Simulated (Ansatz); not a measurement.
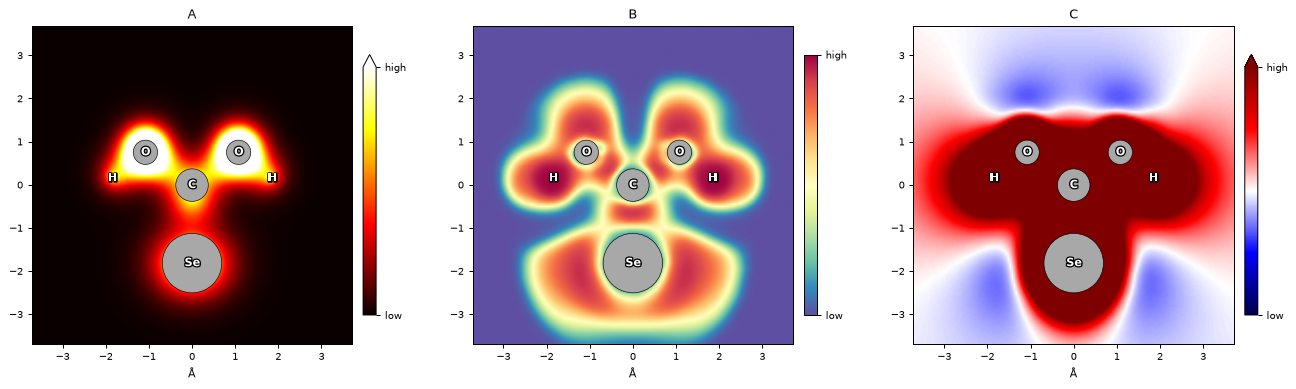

CH$_{2}$O$_{2}$Se: 3 fields on the molecular plane, with unlabelled colour scales. Grey discs cover the atomic cores.

Computed with Ansatz 0.2.0, RKS B3LYP/def2-SVP.

Q: Match the panels to the quantities (electron density, electron localisation function and electrostatic potential).

A: Panel A: electron density. Panel B: electron localisation function. Panel C: electrostatic potential (strongly positive close to the atoms, with negative regions outside electron-rich atoms). From the grid: C–O (1.32 Å): the density is about 2.6 e/Å³ at the midpoint; the ELF peaks at about 0.90 between the atoms: a polar covalent bond. C–Se (1.81 Å): ρ at the midpoint is about 1.2 e/Å³; the ELF peaks at about 0.90 between the atoms, as expected for localised, covalent bonding.
